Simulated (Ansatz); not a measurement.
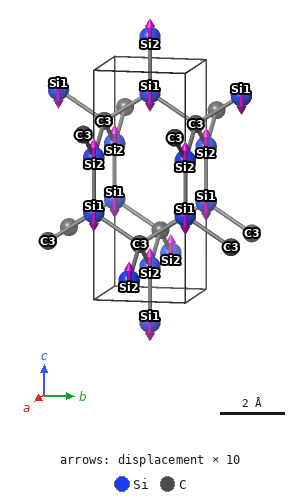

A relaxation of crystalline Si2C (a generated structure, set up in I-4m2) (coarse preliminary run). The starting structure is drawn; purple arrows show the displacements (the part carried along by the change of the cell is left out), 10 times their true length.

A ball-and-stick model of the conventional cell (2 times the calculation's cell), seen slightly off an axis. Lengths and directions refer to the drawn axes.

These are results of DFT PBE, scalar-relativistic, plane waves, PAW in Ansatz, not measurements.

The input:
```yaml
crystal:
  lattice:
    - [-1.4733013, 1.4733013, 3.64593877]
    - [1.4733013, -1.4733013, 3.64593877]
    - [1.4733013, 1.4733013, -3.64593877]
  atoms:
    - { symbol: Si, position: [0.37989923, 0.37989923, 0.0] }
    - { symbol: Si, position: [0.62010077, 0.62010077, 0.0] }
    - { symbol: C, position: [0.75, 0.25, 0.5] }
basis:
  ecutwfc: 420
kpoints:
  mp_grid: { grid: [8, 8, 8] }
hamiltonian:
  xc: pbe
scf:
  occupations: { method: gaussian, width: 0.1 }
  lower_state_search: "off"
output:
  forces: true
  stress: true
  eigenvalues: true
relax:
  adjacent_minimum: "off"
  f_tol: 0.04
  max_steps: 70
  cell: { stress_tol: 0.4 }
```

Run as
```bash
ansatz run input.yaml --threads 1 --pin off --max-ram 2560MiB --backend cpu --events-out ev --progress --plain --runs-dir out
```

**Which element moves most?**

Silicon: up to 0.062 Å, against 0.000 Å for carbon.

**What happened in the run?**

The largest moves relative to the cell, 0.062 Å, are those of Si1 and Si2. Si1 goes along −c. C stays in place. The drawn cell changes as follows: a = b 2.947 → 3.029 Å (+2.8 %), c 7.292 → 8.958 Å (+22.8 %); the volume changes by +29.9 %. Among the contacts that change: Si1–Si2 1.752 → 2.275 Å, Si1–C3 1.752 → 1.873 Å. Among the angles between lasting bonds that change: Si1–C3–Si1 114.5° → 107.9°, C3–Si1–C3 114.5° → 107.9°, Si2–Si1–C3 122.7° → 126.0°. The space group stays I-4m2 (No. 119). After 7 accepted moves (9 points after the start) the energy has fallen by 1490 meV per atom. The largest force component goes from 14 to 0.0035 eV/Å. The pressure goes from 93.59 to 0.08 GPa. The SCF was repeated twice at an unchanged geometry on a basis and grid sized afresh for the cell, which shifted the energy by 18.7 meV per atom at most.
